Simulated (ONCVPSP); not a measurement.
## Pseudopotential generation, with input and output: Rh

System: rhodium (Rh, Z = 45), core [Ar] 3d10, reference valence 4s2 4p6 4d7 (an ion of charge +2), valence charge 17.
Method: ONCV potential, PBEsol, scalar-relativistic, made with ONCVPSP 4.0.1.

### Input
```
# ATOM AND REFERENCE CONFIGURATION
# atsym  z   nc   nv     iexc    psfile
  Rh 45.00    6    3  -116133      upf
#
#   n    l    f
    1    0    2.00
    2    0    2.00
    2    1    6.00
    3    0    2.00
    3    1    6.00
    3    2   10.00
    4    0    2.00
    4    1    6.00
    4    2    7.00
#
# PSEUDOPOTENTIAL AND OPTIMIZATION
# lmax
    2
#
#   l,   rc,      ep,       ncon, nbas, qcut
    0    1.50    0.00    4    7    6.60
    1    1.75    0.00    3    8    7.30
    2    2.00    0.00    4    9    7.20
#
# LOCAL POTENTIAL
# lloc, lpopt,  rc(5),   dvloc0
    4    5    1.40    1.00
#
# VANDERBILT-KLEINMAN-BYLANDER PROJECTORs
# l, nproj, debl
    0    2    0.40
    1    2    1.10
    2    2    1.00
#
# MODEL CORE CHARGE
# icmod, fcfact, rcfact
    3    5.00    1.40
#
# LOG DERIVATIVE ANALYSIS
# epsh1, epsh2, depsh
   -5.00    5.00    0.04
#
# OUTPUT GRID
# rlmax, drl
    6.00    0.01
#
# TEST CONFIGURATIONS
# ncnf
    4
# nvcnf
#   n    l    f
    4
    4    0    2.00
    4    1    6.00
    4    2    8.00
    5    0    1.00
#
    3
    4    0    2.00
    4    1    6.00
    4    2    8.00
#
    3
    4    0    2.00
    4    1    6.00
    4    2    6.00
#
    4
    4    0    2.00
    4    1    6.00
    4    2    8.00
    5    0    0.50
#
```

Launched with:
```bash
oncvpsp.x < Rh.dat > Rh.out
```

### The program's output (extracts)
```
ONCVPSP  (Optimized Norm-Conservinng Vanderbilt PSeudopotential)
scalar-relativistic version 4.0.1

#   n    l    f        energy (Ha)
    1    0    2.00    -8.4694826E+02
    2    0    2.00    -1.2345987E+02
    2    1    6.00    -1.1074636E+02
    3    0    2.00    -2.2690053E+01
    3    1    6.00    -1.8511263E+01
    3    2   10.00    -1.1824503E+01
    4    0    2.00    -3.7986939E+00
    4    1    6.00    -2.6160047E+00
    4    2    7.00    -9.4578934E-01

Reference configufation results
  iterations    24
  all-electron total energy (Ha)   -4.78073581D+03

Begin loop to  construct optimized pseudo wave functions
and semi-local pseudopoentials for all angular momenta

WARNING wellstate: negative energy specified for n= 5 l=  0
WARNING scattering state with energy  0.25000000
WARNING will be used for the first projector

   Wellstate for l =  0  n =  6
     eigenvalue =   0.2500
     asymptotic potential =   0.7500
     half-point radius =  3.6300

Calculating optimized projector #   1

 for l=   0

    Fraction of norm inside rc  0.928207
    Optimizing pswf for qcut=   6.61 a_B^-1,  ecut=  21.83 Ha
    Residual kinetic energy error=  3.99D-04 Ha

    Energy error per electron        Cutoff
         Ha          eV             Ha
         0.01000     0.27211       15.14
         0.00100     0.02721       19.86
         0.00010     0.00272       47.06
         0.00001     0.00027       60.54

Calculating optimized projector #   2

 for l=   0

    Fraction of norm inside rc  0.044073
    Optimizing pswf for qcut=   6.61 a_B^-1,  ecut=  21.83 Ha
    Residual kinetic energy error=  3.49D-04 Ha

    Energy error per electron        Cutoff
         Ha          eV             Ha
         0.01000     0.27211       12.05
         0.00100     0.02721       19.23
         0.00010     0.00272       35.04
         0.00001     0.00027       69.13

WARNING wellstate: negative energy specified for n= 5 l=  1
WARNING scattering state with energy  0.25000000
WARNING will be used for the first projector

   Wellstate for l =  1  n =  6
     eigenvalue =   0.2500
     asymptotic potential =   0.7500
     half-point radius =  4.5534

Calculating optimized projector #   1

 for l=   1

    Fraction of norm inside rc  0.943189
    Optimizing pswf for qcut=   7.30 a_B^-1,  ecut=  26.67 Ha
    Residual kinetic energy error=  7.93D-08 Ha

    Energy error per electron        Cutoff
         Ha          eV             Ha
         0.01000     0.27211       13.01
         0.00100     0.02721       16.74
         0.00010     0.00272       19.84
         0.00001     0.00027       22.35

Calculating optimized projector #   2

 for l=   1

    Fraction of norm inside rc  0.060735
    Optimizing pswf for qcut=   7.30 a_B^-1,  ecut=  26.67 Ha
    Residual kinetic energy error=  3.54D-07 Ha

    Energy error per electron        Cutoff
         Ha          eV             Ha
         0.01000     0.27211       10.29
         0.00100     0.02721       14.03
         0.00010     0.00272       17.26
         0.00001     0.00027       19.76

   Wellstate for l =  2  n =  5
     eigenvalue =   0.0542
     asymptotic potential =   0.5542
     half-point radius =  3.5295

Calculating optimized projector #   1

 for l=   2

    Fraction of norm inside rc  0.833074
    Optimizing pswf for qcut=   7.20 a_B^-1,  ecut=  25.90 Ha
    Residual kinetic energy error=  7.27D-06 Ha

    Energy error per electron        Cutoff
         Ha          eV             Ha
         0.01000     0.27211       16.32
         0.00100     0.02721       20.02
         0.00010     0.00272       22.83
         0.00001     0.00027       26.39

Calculating optimized projector #   2

 for l=   2

    Fraction of norm inside rc  0.112892
    Optimizing pswf for qcut=   7.20 a_B^-1,  ecut=  25.90 Ha
    Residual kinetic energy error=  7.66D-06 Ha

    Energy error per electron        Cutoff
         Ha          eV             Ha
         0.01000     0.27211       15.12
         0.00100     0.02721       19.42
         0.00010     0.00272       22.73
         0.00001     0.00027       26.12

Construct Vanderbilt / Kleinmman-Bylander projectors

B matrix Hermiticity error, ll=   0
   1   2   -4.3126E-04

  Orthonormal projector coefficients  2.5739E+01  3.0043E+00

B matrix Hermiticity error, ll=   1
   1   2   -2.6761E-04

  Orthonormal projector coefficients  2.3609E+00 -5.9008E-02

B matrix Hermiticity error, ll=   2
   1   2    9.6948E-05

  Orthonormal projector coefficients -1.0858E+00 -4.6324E-01

Model core correction analysis
  based on d2Exc/dn_idn_j

d2excae - all-electron derivatives

   -3.352839D-02   -3.010153D-02   -1.960269D-02
   -3.010173D-02   -2.828724D-02   -2.052127D-02
   -1.960294D-02   -2.052135D-02   -2.101731D-02

d2excps - pseudofunction derivatives with no core correction

   -4.265104D-02   -3.499675D-02   -2.019848D-02
   -3.499768D-02   -3.229727D-02   -2.167302D-02
   -2.019872D-02   -2.167313D-02   -2.243816D-02

rms 2nd derivative error    4.117961E-03

rmatch, rhocmatch    0.6620   18.8795

Teter function model core charge with specified parameters

d2excps - pseudofunction derivatives with core correction

   -2.948043D-02   -2.729365D-02   -1.799062D-02
   -2.729367D-02   -2.662096D-02   -1.989661D-02
   -1.799065D-02   -1.989657D-02   -2.189331D-02

rms 2nd derivative error    2.151949E-03

Pseudoatom total energy -109.761690

Diagnostic tests using Vanderbilt-Kleinman-Bylander pseudopotentials
  1 or more projectors used as specified by nproj input data

   l    rcore       rmatch      e in        delta e   norm test  slope test

   0   1.5023441   1.5479585  -3.7986939   0.0000153   0.9999434   0.9999413
   0   1.5023441   1.5479585   0.2500000   0.0000817   1.0006897   1.0006897

   1   1.7551608   1.8084513  -2.6160047  -0.0000024   1.0002131   1.0002124
   1   1.7551608   1.8084513   0.2500000   0.0000536   1.0001165   1.0001165

   2   2.0020388   2.0628250  -0.9457893  -0.0000030   1.0000960   1.0001051
   2   2.0020388   2.0628250   0.0542107   0.0000035   1.0001998   1.0001998

 Testing for bound ghosts
   n   l    E NL Schr. Eq   E Basis Diag.   E Cutoff

   1   0       -3.798679       -3.798676     84.23

   2   1       -2.616007       -2.616007     98.87

   3   2       -0.945792       -0.945714    110.76

 Testing for highly-localized positive-energy ghosts
       l    <radius>/rc     E Basis Diag.   E Cutoff

       0        0.420166       18.744308     84.23  WARNING - GHOST(+)

Test configuration 0

   n   l     f        eae           eps        diff
   1   0  2.0000 -846.94825661
   2   0  2.0000 -123.45987137
   2   1  6.0000 -110.74636260
   3   0  2.0000  -22.69005348
   3   1  6.0000  -18.51126333
   3   2 10.0000  -11.82450257
   4   0  2.0000   -3.79869385   -3.79867857    1.53D-05
   4   1  6.0000   -2.61600467   -2.61600708   -2.41D-06
   4   2  7.0000   -0.94578934   -0.94579230   -2.96D-06

    Total energies and differences
      AE_ref= -4.78073581D+03  AE_tst= -4.78073581D+03  dif=  0.00D+00
      PS_ref= -1.09761690D+02  PS_tst= -1.09761690D+02  dif= -9.66D-13
      PSP excitation error=  9.66D-13

Test configuration 1

   n   l     f        eae           eps        diff
   1   0  2.0000 -846.17045429
   2   0  2.0000 -122.68211064
   2   1  6.0000 -109.96865869
   3   0  2.0000  -21.91315943
   3   1  6.0000  -17.73438401
   3   2 10.0000  -11.04751000
   4   0  2.0000   -3.02928106   -3.02898468    2.96D-04
   4   1  6.0000   -1.85141641   -1.85125916    1.57D-04
   4   2  8.0000   -0.21877864   -0.21901147   -2.33D-04
   5   0  1.0000   -0.15897003   -0.15871022    2.60D-04

    Total energies and differences
      AE_ref= -4.78073581D+03  AE_tst= -4.78172702D+03  dif= -9.91D-01
      PS_ref= -1.09761690D+02  PS_tst= -1.10752855D+02  dif= -9.91D-01
      PSP excitation error= -4.31D-05

Test configuration 2

   n   l     f        eae           eps        diff
   1   0  2.0000 -846.45161245
   2   0  2.0000 -122.95905032
   2   1  6.0000 -110.24585141
   3   0  2.0000  -22.19150740
   3   1  6.0000  -18.01271949
   3   2 10.0000  -11.32548013
   4   0  2.0000   -3.31145919   -3.31241117   -9.52D-04
   4   1  6.0000   -2.13492264   -2.13527657   -3.54D-04
   4   2  8.0000   -0.49932133   -0.49959079   -2.69D-04

    Total energies and differences
      AE_ref= -4.78073581D+03  AE_tst= -4.78145278D+03  dif= -7.17D-01
      PS_ref= -1.09761690D+02  PS_tst= -1.10478909D+02  dif= -7.17D-01
      PSP excitation error=  2.45D-04

Test configuration 3

   n   l     f        eae           eps        diff
   1   0  2.0000 -847.52548216
   2   0  2.0000 -124.04322160
   2   1  6.0000 -111.32935603
   3   0  2.0000  -23.26734875
   3   1  6.0000  -19.08854845
   3   2 10.0000  -12.40275555
   4   0  2.0000   -4.35255054   -4.35042016    2.13D-03
   4   1  6.0000   -3.16069344   -3.15943169    1.26D-03
   4   2  6.0000   -1.45137944   -1.44980333    1.58D-03

    Total energies and differences
      AE_ref= -4.78073581D+03  AE_tst= -4.77954171D+03  dif=  1.19D+00
      PS_ref= -1.09761690D+02  PS_tst= -1.08568142D+02  dif=  1.19D+00
      PSP excitation error=  5.45D-04

Test configuration 4

   n   l     f        eae           eps        diff
   1   0  2.0000 -846.30477802
   2   0  2.0000 -122.81455595
   2   1  6.0000 -110.10121690
   3   0  2.0000  -22.04626641
   3   1  6.0000  -17.86748573
   3   2 10.0000  -11.18044515
   4   0  2.0000   -3.16425494   -3.16448742   -2.32D-04
   4   1  6.0000   -1.98706372   -1.98710940   -4.57D-05
   4   2  8.0000   -0.35345168   -0.35368374   -2.32D-04
   5   0  0.5000   -0.27302779   -0.27268189    3.46D-04

    Total energies and differences
      AE_ref= -4.78073581D+03  AE_tst= -4.78161940D+03  dif= -8.84D-01
      PS_ref= -1.09761690D+02  PS_tst= -1.10645370D+02  dif= -8.84D-01
      PSP excitation error=  8.61D-05
```

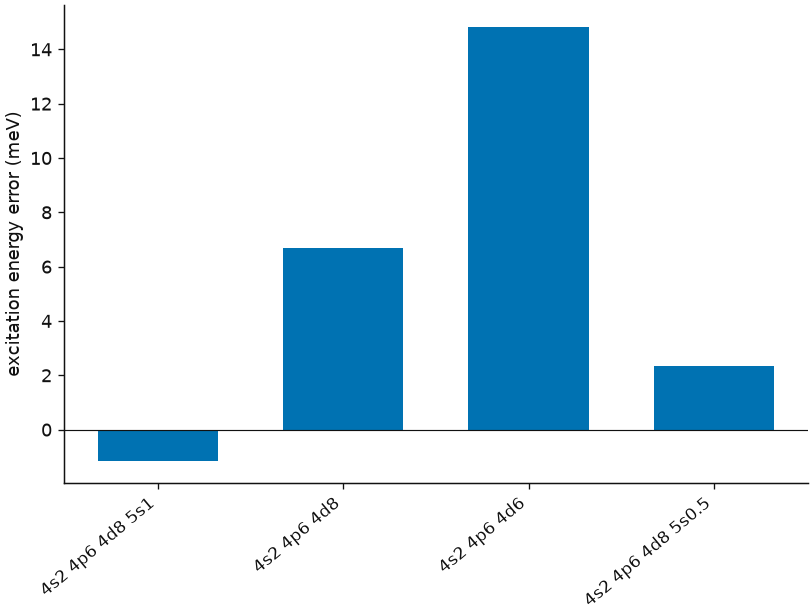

Errors, all-electron minus pseudo, of the energies of valence configurations relative to the unpolarised reference 4s2 4p6 4d7.

- Worst configuration: 4s2 4p6 4d6 (charge +3): the error is +15 meV on an all-electron energy of +32.49 eV relative to the reference, or 0.046 %.
- Errors in meV: 4s2 4p6 4d8 5s1: -1.2; 4s2 4p6 4d8: +6.7; 4s2 4p6 4d6: +15; 4s2 4p6 4d8 5s0.5: +2.3.

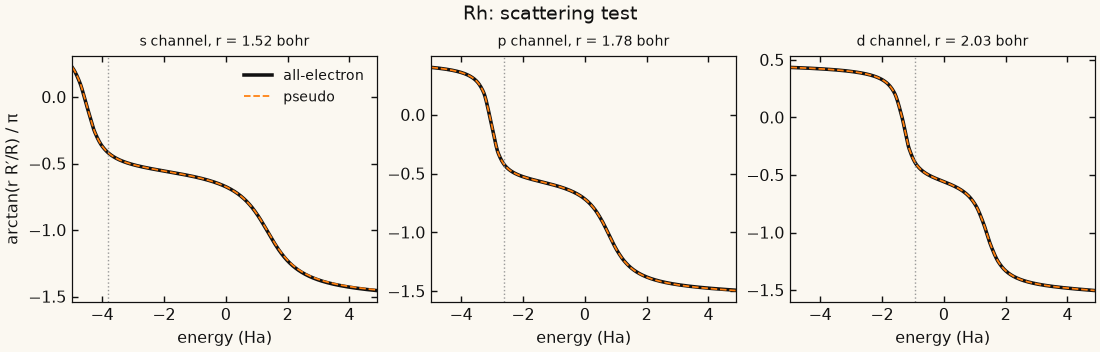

Unwrapped phase arctan(r R′/R) in units of π against energy, all-electron (solid) and pseudo (dashed); the pseudo phase is matched to the all-electron one at the reference energy. Here R(r) is the radial function. The dotted line marks the reference energy of the channel. Not drawn: f: not judged.

- Range over which the phases agree within 0.05 rad: s: over the whole range drawn; p: over the whole range drawn; d: over the whole range drawn.
- Ghost states: the plot shows none: the two phases stay within 0.02 rad of each other in all channels drawn. The separate test gives: no bound ghost flagged; no localised positive-energy state flagged (flags above 300 eV left out).
- Poles, where the radial function vanishes at the test radius: s: all-electron at -3.1 Ha, pseudo at -3.1 Ha; p: all-electron at -2.2 Ha, pseudo at -2.2 Ha; d: all-electron at -0.5 and 4.7 Ha, pseudo at -0.5 and 4.7 Ha.

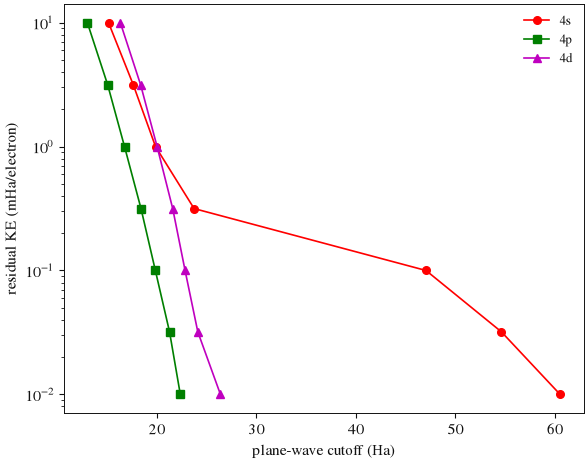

Residual kinetic energy of the pseudo-waves (the first of each channel, and further valence shells) beyond the plane-wave cutoff, as the generator prints it.

- Cutoffs for 1 mHa per electron: 4d: 20 Ha; 4s: 20 Ha; 4p: 17 Ha.
- Cutoffs for the occupied states: 20 Ha for 1 mHa and 47 Ha for 0.1 mHa per electron. The first is set by 4d.

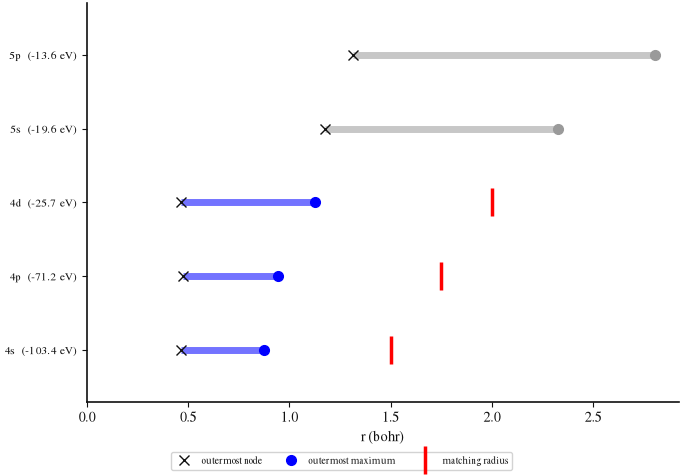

Outer shells of the all-electron reference atom: each bar runs from the outermost node (or the nucleus) to the outermost maximum of u(r); the tick is the radius chosen for the pseudo-wave. Shells without a tick have no pseudo-wave of their own. Levels, nodes and maxima are from ld1.x, scalar-relativistic.

- Radii against the shells: 4s: 1.50 bohr, outside the maximum; 4p: 1.75 bohr, outside the maximum; 4d: 2.00 bohr, outside the maximum.

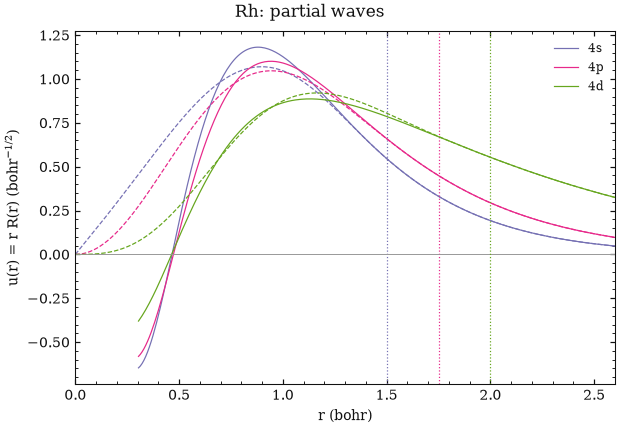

All-electron valence functions (solid) with their pseudo partners (dashed). Dotted lines mark the matching radii. The innermost oscillations of some all-electron curves aren't drawn. Pseudo-waves: 4s has no node; 4p has no node; 4d has no node.

### Summary

- outcome: generated
- cutoffs needed: 20 Ha and 47 Ha (the cutoffs at which the residual kinetic energy of the hardest occupied pseudo-wave falls to 1 and 0.1 mHa per electron)
- ghost test: no bound ghost flagged; no localised positive-energy state flagged (flags above 300 eV left out)
- largest excitation error: +15 meV (all-electron minus pseudo) for 4s2 4p6 4d6, out of 4 test configurations
- rms error of d²Exc/dni dnj: 4.12 mHa without and 2.15 mHa with the model core
- range over which the phases arctan(r R′/R) at the test radius agree within 0.05 rad (a looser test near the poles than one of phase shifts): s: over the whole range computed; p: over the whole range computed; d: over the whole range computed; f: not judged, local potential alone
- hardware: 1 CPU thread, shared host
- wall time: 4.8 s

### Remarks

Warnings of the program, in the generation or the tests: wellstate: negative energy specified for n= 5 l= 0; wellstate: negative energy specified for n= 5 l= 1.
